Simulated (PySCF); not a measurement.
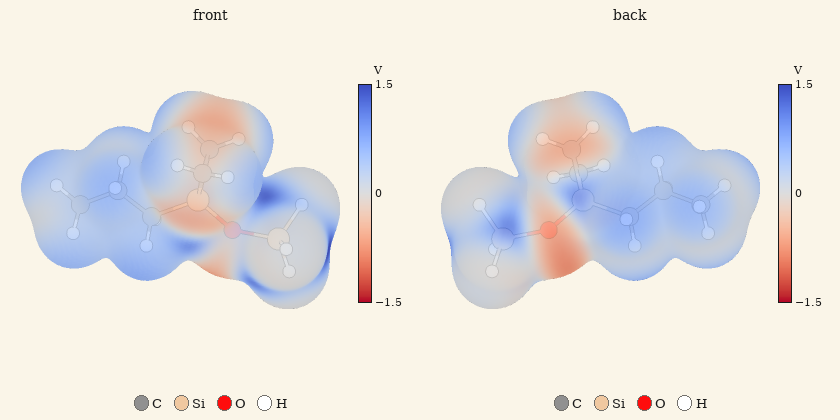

Figure. C$_{5}$H$_{14}$OSi$_{2}$. The electrostatic potential painted on the density surface at 0.002 e/bohr³, seen from the front and from behind; the colour scale runs from red (negative) to blue (positive).

Geometry: PBE0-D3(BJ)/def2-SVP.

The calculation used PySCF 2.14.0, CAM-B3LYP/def2-SVPD, SCF density, gas phase.

```xyz
22

C     2.6244   -0.3705   -2.5742
C     1.5606   -0.6973   -1.5371
C     0.8006    0.5340   -1.0471
Si   -0.5175    0.1682    0.2167
O    -1.2852    1.5736    0.6563
Si   -2.4227    2.1710    1.7046
C    -0.4014   -1.2135    1.4295
C    -1.4412   -1.4239    0.2697
H     3.3756    0.3261   -2.1687
H     2.1807    0.1055   -3.4634
H     3.1543   -1.2756   -2.9093
H     2.0302   -1.2062   -0.6775
H     0.8472   -1.4253   -1.9605
H     0.3158    1.0531   -1.8933
H     1.4962    1.2704   -0.6068
H    -1.9546    2.0391    3.1177
H    -3.7139    1.4327    1.5541
H    -2.6358    3.6110    1.3863
H    -0.8313   -1.1053    2.4330
H     0.4569   -1.8964    1.4338
H    -1.2138   -2.2324   -0.4357
H    -2.4937   -1.4446    0.5780
```

Question: Where is the surface potential most negative and most positive?

Answer: The most negative region (about −0.8 V) lies over O5, the most positive (about +1.3 V) over Si6.
